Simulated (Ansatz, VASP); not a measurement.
**Ni3Sn4 in two plane-wave programs**

Aim: how closely do two programs agree when they are given the same cell, functional and k mesh?

Calculated with Ansatz 0.2.0; plane waves, with VASP 6.6.1 beside it; single point at PBEsol.

## 1. Set-up

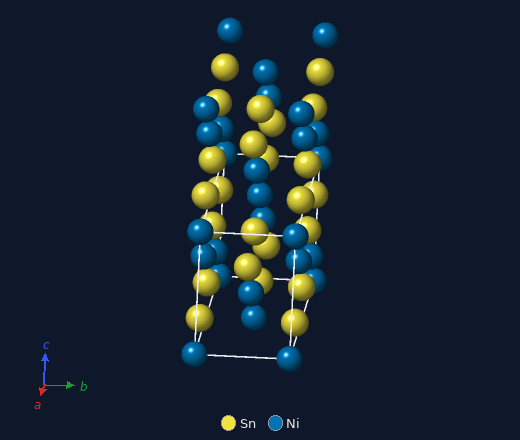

The cell as given, slightly off an axis (tin yellow, nickel blue). 1×1×2 cells are drawn. This picture shows the conventional cell, with its axes. Some periodic images of atoms are drawn too.

## 2. Ansatz: single point, PBEsol

Ansatz runs on its default PAW (the set named soft_2) files.

A single point gives forces, pressure and levels at one fixed geometry, so differences don't come from the geometry; what else differs is listed under the comparison.

input.yaml reads:

```yaml
crystal:
  lattice:
    - [6.107, -2.03, 0.0]
    - [6.107, 2.03, 0.0]
    - [-1.3507765964, 0.0, 5.0411668874]
  atoms:
    - { symbol: Sn, position: [0.5714, 0.5714, 0.3136] }
    - { symbol: Sn, position: [0.4286, 0.4286, 0.6864] }
    - { symbol: Sn, position: [0.8282, 0.8282, 0.1877] }
    - { symbol: Sn, position: [0.1718, 0.1718, 0.8123] }
    - { symbol: Ni, position: [0.7853, 0.7853, 0.6631], spin: 1.0 }
    - { symbol: Ni, position: [0.2147, 0.2147, 0.3369], spin: -1.0 }
    - { symbol: Ni, position: [0.0, 0.0, 0.0], spin: 1.0 }
hamiltonian:
  xc: pbesol
  pseudopotentials: { kind: paw }
magnetization:
  spin_polarized: true
kpoints:
  mp_grid: { grid: [5, 5, 4] }
scf:
  occupations: { method: gaussian, width: 0.05 }
  n_extra_bands: 8
output:
  forces: true
  stress: true
  eigenvalues: true
```

On the command line:

```sh
$ ansatz run input.yaml --threads 4 --pin off --max-ram 9216MiB --backend cpu --events-out ev --progress --plain --runs-dir out
```

Numbers of over 12 decimals in the logs are rounded to 6 here.

What it wrote:

```text
Warning: the band count 63 (scf.n_extra_bands) hosts the net moment |M| = 1.0000 μB (N_el = 110) but caps the reachable moment at 2·n_bands − N_el = 16.0000 μB, below the 68 bands that the automatic rule leaves for it — a moment growing past the seed, or the majority channel's smearing tail, pins there with fewer empty majority states than that count leaves; raise or omit scf.n_extra_bands unless the cap is intended
scf.n_extra_bands = 8 over 55 filled bands (N_el = 110.0): the run solves 63 bands
Engine: ansatz 0.2.0, aarch64-unknown-linux-gnu
Pseudopotentials: kind: paw
Pseudopotential: Sn, paw, valence charge 14, recommended cutoff 420 eV (normal), Sn.paw.azcp
Pseudopotential: Ni, paw, valence charge 18, recommended cutoff 420 eV (normal), Ni.paw.azcp
Functional definition: PBEsol
  exchange = pbesol_x
  correlation = pbesol_c
Crystal: 7 atoms, lattice volume = 124.993 Å³
Basis set: ecut = 420 eV, 2445 PW (Γ), exchange–correlation on 90×90×72 points (8 copies of the dense FFT grid, shifted against one another)
Bands: 63, of which v1, the nominal top of the filled ones, is band 55 counted from 1 (54 counted from 0)
Symmetry: 2 space group operations
Space group: Cm (ITA 8), of the structure as read, at distance tolerance 5.0e-5 Å
Magnetic group: BNS 8.32 (UNI 39), of the structure as read, at distance tolerance 5.0e-5 Å
k-points: 33 of 100 (time reversal used)
Non-local potential: Sn, projectors of the file, l = 0: 2, l = 1: 2, l = 2: 2, l = 3: 2
Non-local potential: Ni, projectors of the file, l = 0: 3, l = 1: 2, l = 2: 3, l = 3: 1
PAW form: soft (Blöchl's): semilocal exchange-correlation on the pseudo side does not see the compensation charge
PAW frozen core: Sn, regenerated for the run's functional, and the local potential with it (the file was generated under x = pbe(κ = 0.804, μ = 0.219515), c = pbe(β = 0.066725))
PAW frozen core: Ni, regenerated for the run's functional, and the local potential with it (the file was generated under x = pbe(κ = 0.804, μ = 0.219515), c = pbe(β = 0.066725))
PAW one-centre angular grid: Sn, 590 points (default); XC on 64 Gauss nodes
PAW one-centre angular grid: Ni, 590 points (default); XC on 64 Gauss nodes
Initial density: superposition of atomic densities (chi_scale 0.1, normalization cell)
Starting moments: Σ|m| = 3 μB on 3 of 7 sites
Initial wavefunctions: pseudopotential atomic-orbital guess
Functional: x = pbesol(κ = 0.804, μ = 0.123457), c = pbesol(β = 0.046)
SCF iter   1: F=—  HF=-41210.384198 eV  |F-HF|=—  |Δ(HF+E_count)|=         —  Δρ=6.62e-2 (↑5.88e-2 ↓6.62e-2)  dr2=3.55e0  dr2_m=4.05e0  M=0.164 μB ∫|m|=0.563 μB  β_m=0.30  ethr=3.10e-3  ⟨swp⟩=6.3  Hψ=16204  notcnv=0  defer=2
Mixer restart at iter 1: flushing history
preconditioner: auto → Kerker (q_TF=auto, 2.671 Å⁻¹)  [metal: Δε(μ)=0.027 eV  Ē_g=13.926 eV  σ=0.050 eV  W_gap=0.29  n_scr=36 (ndim 8)  ℏωp=30.8 eV  f_vac=0.000  D(μ)=4.71/eV (n_scr^D=36)]
spin=Collinear: Kerker preconditioning applied to the charge; magnetization (m = ρ↑ − ρ↓) channel mixes plain (no charge-response kernel on spin).
SCF iter   2: F=—  HF=-41212.698487 eV  |F-HF|=—  |Δ(HF+E_count)|=    2.31e0  Δρ=5.27e-2 (↑4.54e-2 ↓5.27e-2)  dr2=3.38e0  dr2_m=2.39e0  M=0.169 μB ∫|m|=0.410 μB  β_m=0.62  ethr=3.10e-3  ⟨swp⟩=2.0  Hψ=5327  notcnv=0  defer=147
SCF iter   3: F=—  HF=-41216.182675 eV  |F-HF|=—  |Δ(HF+E_count)|=    3.48e0  Δρ=2.08e-2 (↑2.08e-2 ↓1.77e-2)  dr2=8.55e-1  dr2_m=4.93e-3  M=0.037 μB ∫|m|=0.051 μB  β_m=0.58  ethr=3.07e-3  ⟨swp⟩=4.3  Hψ=8382  notcnv=0  defer=147
SCF iter   4: F=—  HF=-41216.034182 eV  |F-HF|=—  |Δ(HF+E_count)|=   1.48e-1  Δρ=1.29e-2 (↑1.03e-2 ↓1.29e-2)  dr2=9.85e-1  dr2_m=3.12e-3  M=0.016 μB ∫|m|=0.028 μB  β_m=0.52  ethr=7.77e-4  ⟨swp⟩=3.0  Hψ=9262  notcnv=0  defer=150
SCF iter   5: F=—  HF=-41215.859267 eV  |F-HF|=—  |Δ(HF+E_count)|=   1.75e-1  Δρ=3.76e-3 (↑3.76e-3 ↓3.09e-3)  dr2=7.65e-2  dr2_m=2.99e-4  M=0.012 μB ∫|m|=0.017 μB  β_m=0.76  ethr=7.77e-4  ⟨swp⟩=2.3  Hψ=5571  notcnv=0  defer=150
SCF iter   6: F=—  HF=-41215.883271 eV  |F-HF|=—  |Δ(HF+E_count)|=   2.40e-2  Δρ=5.21e-3 (↑5.21e-3 ↓4.74e-3)  dr2=7.47e-2  dr2_m=3.83e-4  M=0.012 μB ∫|m|=0.013 μB  β_m=0.76  ethr=6.95e-5  ⟨swp⟩=2.4  Hψ=6181  notcnv=0  defer=150
SCF iter   7: F=—  HF=-41215.891475 eV  |F-HF|=—  |Δ(HF+E_count)|=   8.20e-3  Δρ=4.38e-3 (↑4.38e-3 ↓3.92e-3)  dr2=5.58e-2  dr2_m=3.28e-4  M=0.011 μB ∫|m|=0.011 μB  β_m=0.54  ethr=6.79e-5  ⟨swp⟩=2.0  Hψ=8164  notcnv=0  defer=150
SCF iter   8: F=—  HF=-41215.884636 eV  |F-HF|=—  |Δ(HF+E_count)|=   6.84e-3  Δρ=7.42e-4 (↑7.42e-4 ↓6.93e-4)  dr2=1.72e-3  dr2_m=1.27e-4  M=0.009 μB ∫|m|=0.009 μB  β_m=0.77  ethr=5.07e-5  ⟨swp⟩=2.0  Hψ=5739  notcnv=0  defer=150
SCF iter   9: F=—  HF=-41215.884523 eV  |F-HF|=—  |Δ(HF+E_count)|=   1.12e-4  Δρ=3.54e-4 (↑1.97e-4 ↓3.54e-4)  dr2=3.21e-4  dr2_m=1.12e-5  M=0.003 μB ∫|m|=0.003 μB  β_m=0.89  ethr=1.57e-6  ⟨swp⟩=2.0  Hψ=5464  notcnv=0  defer=150
SCF iter  10: F=—  HF=-41215.884516 eV  |F-HF|=—  |Δ(HF+E_count)|=   7.87e-6  Δρ=2.19e-4 (↑2.03e-4 ↓2.19e-4)  dr2=1.71e-4  dr2_m=2.50e-7  M=-0.000 μB ∫|m|=0.000 μB  β_m=0.76  ethr=2.92e-7  ⟨swp⟩=2.0  Hψ=5547  notcnv=0  defer=150
SCF iter  11: F=—  HF=-41215.884515 eV  |F-HF|=—  |Δ(HF+E_count)|=   7.27e-7  Δρ=1.91e-4 (↑1.91e-4 ↓1.64e-4)  dr2=1.11e-4  dr2_m=2.91e-7  M=-0.000 μB ∫|m|=0.000 μB  β_m=0.57  ethr=1.55e-7  ⟨swp⟩=2.0  Hψ=7516  notcnv=0  defer=150
SCF iter  12: F=—  HF=-41215.884500 eV  |F-HF|=—  |Δ(HF+E_count)|=   1.50e-5  Δρ=4.41e-5 (↑3.15e-5 ↓4.41e-5)  dr2=6.99e-6  dr2_m=6.80e-8  M=-0.000 μB ∫|m|=0.000 μB  β_m=0.79  ethr=1.01e-7  ⟨swp⟩=2.0  Hψ=5151  notcnv=0  defer=150
SCF iter  13: F=—  HF=-41215.884499 eV  |F-HF|=—  |Δ(HF+E_count)|=   8.50e-7  Δρ=1.73e-5 (↑1.73e-5 ↓1.69e-5)  dr2=1.00e-6  dr2_m=1.53e-8  M=-0.000 μB ∫|m|=0.000 μB  β_m=0.89  ethr=6.35e-9  ⟨swp⟩=2.0  Hψ=5316  notcnv=0  defer=150
SCF iter  14: F=—  HF=-41215.884499 eV  |F-HF|=—  |Δ(HF+E_count)|=   1.15e-7  Δρ=1.45e-5 (↑1.28e-5 ↓1.45e-5)  dr2=6.12e-7  dr2_m=1.48e-9  M=-0.000 μB ∫|m|=0.000 μB  β_m=0.89  ethr=9.11e-10  ⟨swp⟩=2.0  Hψ=5262  notcnv=0  defer=150
SCF iter  15: F=—  HF=-41215.884499 eV  |F-HF|=—  |Δ(HF+E_count)|=   4.32e-8  Δρ=5.19e-6 (↑5.19e-6 ↓4.50e-6)  dr2=9.68e-8  dr2_m=1.57e-10  M=-0.000 μB ∫|m|=0.000 μB  β_m=0.75  ethr=5.56e-10  ⟨swp⟩=2.0  Hψ=5317  notcnv=0  defer=150
SCF iter  16: F=—  HF=-41215.884499 eV  |F-HF|=—  |Δ(HF+E_count)|=   3.10e-9  Δρ=6.33e-6 (↑6.17e-6 ↓6.33e-6)  dr2=1.65e-7  dr2_m=4.37e-11  M=-0.000 μB ∫|m|=0.000 μB  β_m=0.77  ethr=8.80e-11  ⟨swp⟩=2.0  Hψ=5349  notcnv=0  defer=150
SCF iter  17: F=-41215.884499 eV  HF=-41215.884499 eV  |F-HF|=3.78e-9  |Δ(HF+E_count)|=   1.05e-8  Δρ=8.92e-7 (↑8.78e-7 ↓8.92e-7)  dr2=4.55e-9  dr2_m=1.15e-11  M=-0.000 μB ∫|m|=0.000 μB  ethr=8.80e-11  ⟨swp⟩=8.7  Hψ=17612  notcnv=0
SCF 1 converged in 17 iterations: F = -41215.884499 eV  dr2 = 4.55e-9
  greatest PAW one-centre occupation: 1.001 electrons in one spin orbital (limit 2), on the Ni atom at site 4 (counted from 0), in its partial waves of l = 1
WARN: the starting moments were not kept: the SCF closed with an absolute magnetisation of 6.5e-6 μB, where they sum to 3 μB in size (3 sites). That is at most 0.1 of that sum. Measured as dr2_m measures the in/out step, that magnetisation stands 2.3e-11 eV from none, at or under the dr2_threshold of 1.0e-7 eV: it is no larger than a step whose dr2_m would equal this threshold. The system may hold no moment; this SCF [...]
SCF converged after 17 iterations
Magnetization: -0.0000 μB (55.0000 up, 55.0000 down)
Absolute magnetization: 0.0000 μB (∫|ρ↑−ρ↓|, with the PAW one-centre terms)
Spin contamination: 0.0000 ħ² per cell (⟨S²⟩ above its minimum at these occupations)
Per-site moments (μB) at R_I (Å): [(-3.7598537797854875e-8, 1.077352), (-3.083837398230381e-8, 1.077352), (-1.4588810260405134e-7, 1.045735), (-1.4349751479608123e-7, 1.045735), (-2.0023373894076836e-6, 1.091596), (-1.0361115717383881e-6, 1.091596), (-1.463286137862342e-6, 1.045735)]
Free energy (F): -41215.884499 eV
Harris-Foulkes:  -41215.884499 eV  (|F-HF|=3.78e-9)
Internal energy: -41215.876947 eV  (E = F + TS)
E sigma→0 (E₀):  -41215.880723 eV
Entropy (-TS):   -0.007552 eV (-1.079 meV/atom)
Fermi energy:    14.241651 eV
--- Per-component energies (eV) ---
  E_band       = -1186.079775
  E_kinetic    = 1610.641135
  E_local      = -16223.275151  (includes V_loc(G=0)·N_el)
  E_nonlocal   = 1802.898539
  E_hartree    = 7684.651470
  E_xc         = -1771.282249
  E_vxc        = -717.665463  (∫ρ·V_xc dr)
  E_paw        = -21067.258821  (= ΣΔE_a)
  E_vpaw       = -3027.980925  (= ΣTr[D̂ρ^β])
  E_aug_tail   = 0.001488  (compensation charges beyond the density's cutoff)
  E_ewald      = -13253.984584
  E_core_change = 1.731226  (= ΣΔE_core)
  E_smearing   = -0.007552  (= −TS)
  E_closure    = 0.000000  (closes the sum)
  Σ components = -41215.884499   (vs F -41215.884499, Δ=0.00e0)
--- Forces (eV/Å), atoms counted from 1 ---
  atom   1  Sn     0.10102249     0.00000000    -0.03039503
  atom   2  Sn    -0.10102196     0.00000000     0.03039556
  atom   3  Sn     0.00104088     0.00000000    -0.02089687
  atom   4  Sn    -0.00104052     0.00000000     0.02089794
  atom   5  Ni    -0.02252037     0.00000000     0.01000872
  atom   6  Ni     0.02251916     0.00000000    -0.01001060
  atom   7  Ni     0.00000040     0.00000000     0.00000020
  max |Σ_I F_I| component: 9.07e-8 eV/Å
--- Stress (GPa, compression-positive) ---
       -2.590725       0.000000      -0.291548
        0.000000      -2.061563       0.000000
       -0.291548       0.000000      -2.096655
  P = ⅓ Tr σ = -2.2496 GPa (-22.496 kbar)
--- Band table (eV; the first three rows and the last of 66) ---
  k-point 0 ↑: bands = [... 51 lower, 13.0135, 13.4842, 13.9541, 14.0519, 14.7973, 15.0549, 16.0770, 18.4129, ... 4 higher]
  k-point 1 ↑: bands = [... 51 lower, 13.3804, 13.8339, 14.1449, 14.2955, 15.2768, 15.3867, 16.6098, 17.0279, ... 4 higher]
  k-point 2 ↑: bands = [... 51 lower, 13.2176, 14.0954, 14.5145, 15.3124, 15.9086, 16.6594, 17.0769, 17.1453, ... 4 higher]
  k-point 32 ↓: bands = [... 51 lower, 13.3134, 13.6258, 13.6937, 14.7807, 15.1261, 15.7846, 16.7773, 16.7791, ... 4 higher]
```

Elapsed: 69 s, on 4 threads of Arm Neoverse V2, shared host; peak memory 0.91 GiB; 4.5 min of CPU time.

In the SCF lines HF is the Harris–Foulkes energy and dr2 the Hartree energy of the density residual, in eV; the loop may stop once dr2 is under the threshold and the program's other checks hold. Hψ counts applications of the Hamiltonian.

The run ends at a pressure of -2.25 GPa, with forces up to 0.11 eV/Å.

(Continued in part 2 of 2.)

[Lines on the potential files, build, host, timing and source positions are cut from VASP's logs without a mark.]

[Logs are printed without paths, hosts, clocks, repeated set-up lines and the standing remarks that a program may print on its own settings, such as how far it seeks lower states.]

[Hosts, paths, dates, database ids (printed as entryN), source tags and the programs' standing remarks are cut or masked in the printed files.]
